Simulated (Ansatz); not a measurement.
**CH3BS: density, localisation and related maps**

Input file:

```
crystal:
  periodic: [false, false, false]
  atoms:
    - { symbol: B, position_ang: [-0.5838, -0.2446, -0.4434] }
    - { symbol: C, position_ang: [0.5679, 0.2669, 0.4236] }
    - { symbol: S, position_ang: [1.4552, -0.686, 0.9583] }
    - { symbol: H, position_ang: [-0.7345, -1.3359, -0.6876] }
    - { symbol: H, position_ang: [-1.3769, 0.5931, -0.9173] }
    - { symbol: H, position_ang: [0.7142, 1.3424, 0.6202] }
basis:
  gaussian: { orbitals: "6-31G" }
hamiltonian:
  xc: b3lyp
relax:
  f_tol: 0.02
  max_steps: 50
output:
  orbitals: {}
```

Run with:

```sh
ansatz run input.yaml --threads 1 --pin off --max-ram 2048MiB --backend cpu --events-out ev --progress --plain --runs-dir out
```

The fields are those of the relaxed geometry.

Level of theory: Ansatz, RKS B3LYP/6-31G.

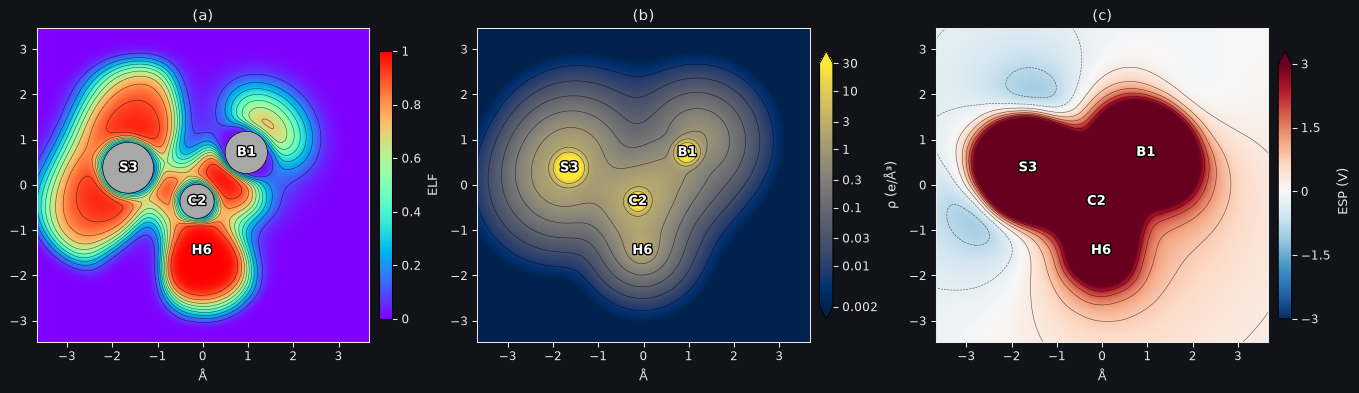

Figure 1. (a) ELF; (b) electron density; (c) molecular electrostatic potential on the plane of atoms B1, C2 and S3. Grey discs cover the atomic cores in the ELF map.

> What does the map show?

The section cuts through B, C, S and H sites. C–B (1.53 Å): ρ is about 1.5 e/Å³ halfway; the ELF peaks at about 0.95 between the atoms (localised, covalent bonding). C–S (1.69 Å): ρ at the midpoint is about 1.3 e/Å³; the ELF peaks at about 0.85 between the atoms (a covalent bond). C–H (1.09 Å): the density is about 1.9 e/Å³ at the midpoint; the ELF climbs to about 1 towards the hydrogen, as it does in any bond to H (an ordinary covalent bond to hydrogen). The ELF also peaks beside S3, away from the bonds: lone-pair regions. Outside the dense part of the molecule the potential is most negative (−1.0 V) near S3.

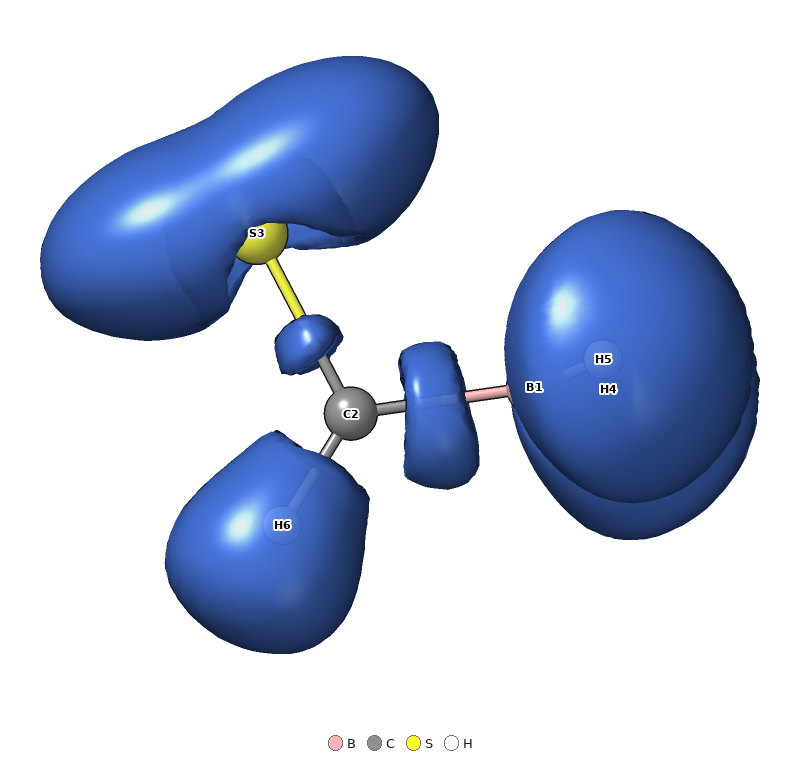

Figure 2. Isosurface of the electron localisation function at 0.8 (blue), seen across its widest extent. Core shells and regions of very low density are left out.

> What do the ELF domains correspond to?

At this value the surface marks out one region between bonded B–C atoms (shared pairs), one region between bonded C–S atoms (shared pairs), three regions around hydrogen nuclei and one ring or bowl of non-bonding electrons around S.

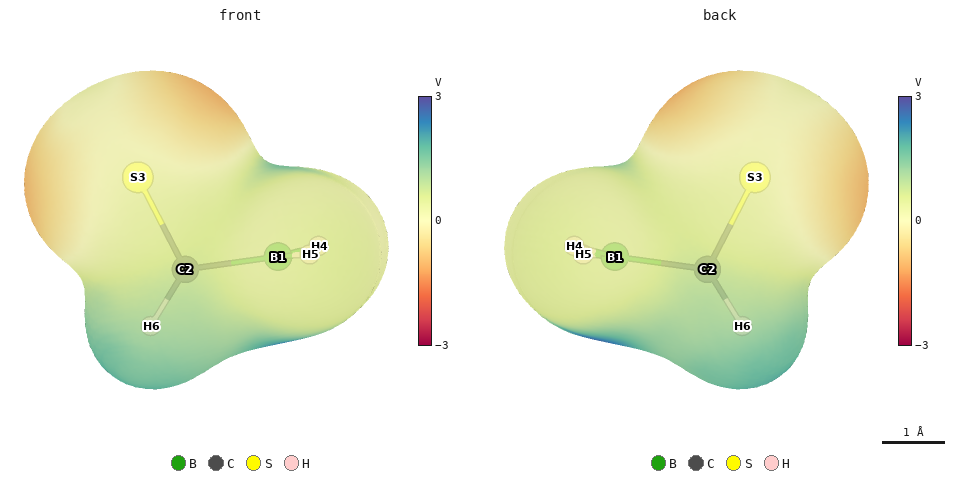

Figure 3. The molecular electrostatic potential painted on the density surface at 0.004 e/bohr³, seen from the front and from behind; the colour scale runs from red (negative) to blue (positive).

> Which sites attract a positive test charge, and which a negative one?

A positive charge is drawn to the negative regions and a negative charge to the positive ones. The most negative region (about −1.0 V) lies over S3, the most positive (about +2.4 V) over B1.

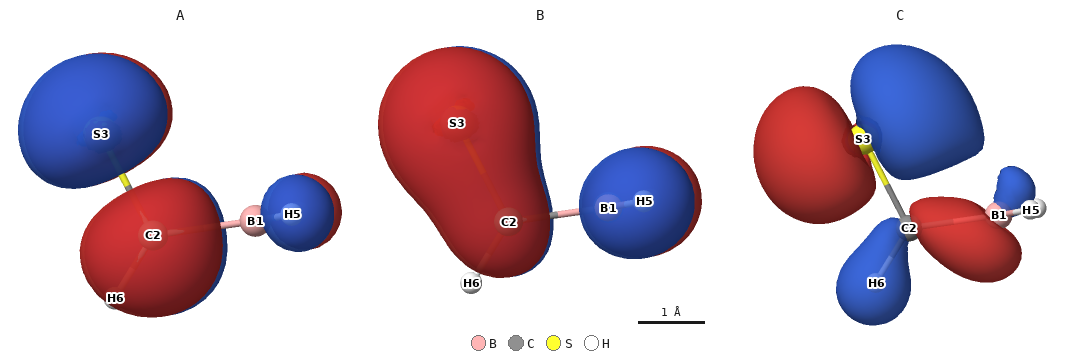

Figure 4. Three frontier orbitals at ±0.1 Å⁻³ᐟ² (blue and red are the two phases), in no order.

> Which picture is the HOMO−1, the HOMO and the LUMO?

B is the HOMO−1 (−8.15 eV). Its weight (Hirshfeld) is mainly on S3 (about 55 %), C2 (about 20 %), B1 (about 10 %), H4 (about 5 %) and H5 (about 5 %). C is the HOMO (−6.62 eV). Its weight (Hirshfeld) is mainly on S3 (about 80 %), C2 (about 10 %) and B1 (about 10 %); largely a lone pair of S3. A is the LUMO (−2.82 eV). It lies mainly on C2 (about 45 %) and S3 (about 40 %); π-antibonding (π*) across C2–S3.

> What is the HOMO–LUMO gap?

3.80 eV between the orbital energies.
